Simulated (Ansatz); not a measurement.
**FGeH3···HCl: density, localisation and related maps**

```xyz
7

Ge   -0.3873    0.2429   -0.5753
Cl   -0.1716   -0.9665    2.9708
H     1.0048    0.6609   -0.1133
F    -0.5606    0.8524   -2.1888
H    -0.5555   -1.2697   -0.6748
H    -1.4976    0.9031    0.2394
H    -1.1446   -0.3064    3.4568
```

Computed with Ansatz 0.2.0, RHF/def2-SVP.

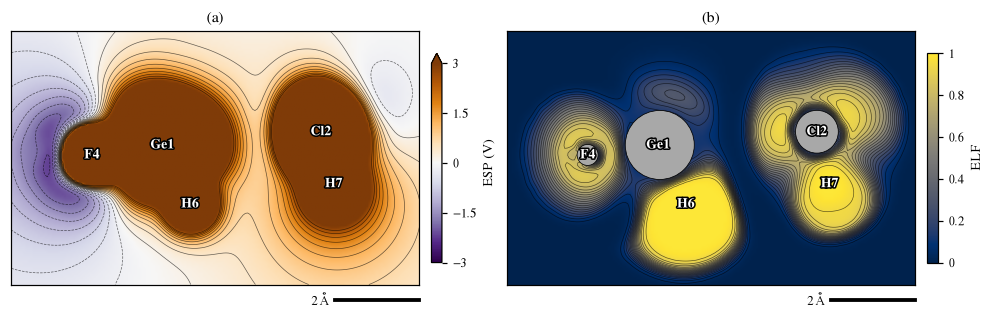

Figure 1. (a) electrostatic potential; (b) ELF on the plane of atoms F4, Ge1 and H6. Grey discs cover the atomic cores in the ELF map.

**What do the fields say about this system?**

The section cuts through Ge, Cl, F and H sites.
Ge1···Cl2 (3.75 Å): the ELF dips to about 0 between them; a non-bonded, intermolecular contact.
Ge–F (1.73 Å): the ELF peaks at about 0.85 in the valence shell of F, 0.6 Å from its nucleus, and is about 0.20 at the midpoint.
Cl–H (1.27 Å): the ELF climbs to about 1 towards the hydrogen, as it does in any bond to H.
Ge–H (1.53 Å): the ELF climbs to about 1 towards the hydrogen.
The ELF also peaks beside F4 and Cl2, away from the bonds: lone-pair regions.
Outside the dense part of the complex the potential is most negative (−2.2 V) near F4.

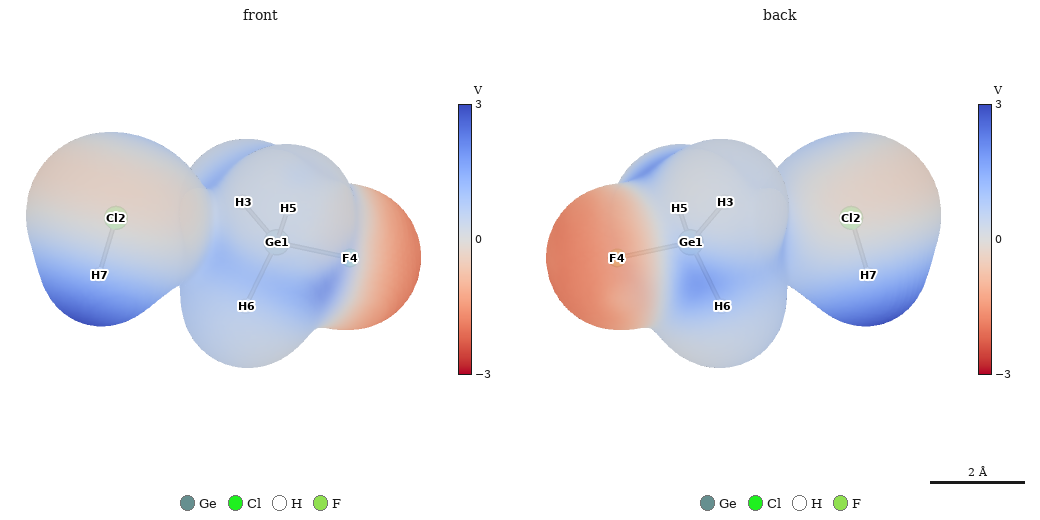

Figure 2. The electrostatic potential painted on the density surface at 0.002 e/bohr³, seen from the front and from behind; red is negative and blue positive.

**Where is the surface potential most negative and most positive?**

The most negative region (about −1.8 V) lies over F4, the most positive (about +2.7 V) over H7. Cl2 shows a σ-hole: about +0.7 V at the tip opposite its bond, against about 0.0 V on its flanks.

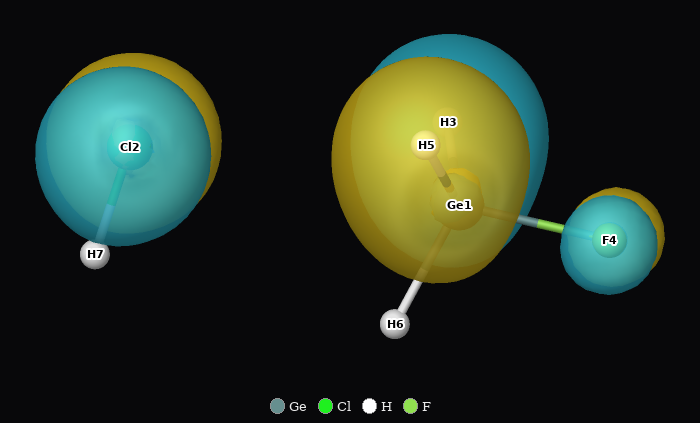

Figure 3. The HOMO at ±0.1 Å⁻³ᐟ² (yellow and cyan are the two phases), seen at a tilt.

**Describe this orbital and give its energy.**

It lies mainly on Cl2 (about 30 %), Ge1 (about 25 %), H3 (about 20 %) and H5 (about 20 %). Its energy is −13.02 eV.
